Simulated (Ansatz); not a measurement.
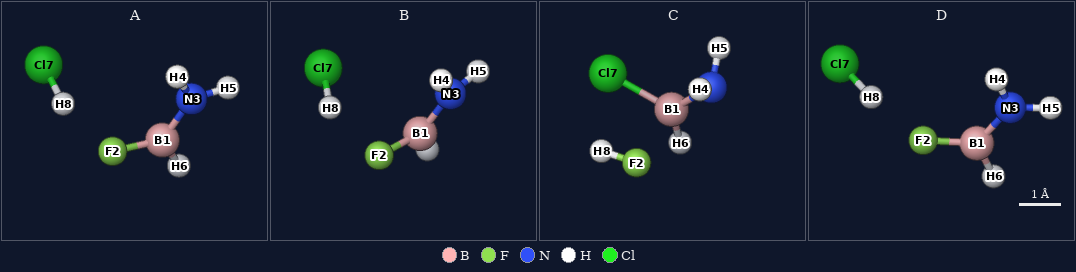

4 geometries from a converged minimum-energy path of BNH4ClF, shuffled. Style: ball-and-stick. Shown at a tilt.

Theory: Ansatz 0.2.0, RKS PBE0/6-31G*. Settings: 5 movable images; climbing image; force threshold 0.05 eV/Å; iteration limit 60; starting path through a guess of the saddle point.

**Which frame is the top of the path?**

C. In order along the path, whose images run from 0 to 6: D (image 0, 0.00 eV), A (image 1, +0.02 eV), B (image 2, +0.15 eV), C (image 4, +1.68 eV). Breaking: B1–F2 (1.35 → 2.09 at the top → 2.88 Å), Cl7–H8 (1.29 → 2.43 at the top → 2.38 Å). Forming: B1–Cl7 (4.16 → 1.84 at the top → 1.80 Å), F2–H8 (1.92 → 0.94 at the top → 0.94 Å).

Cost: 2.6 min on 1 thread of Intel(R) Xeon(R) 6975P-C (Granite Rapids) (shared host), peak memory 0.15 GiB.
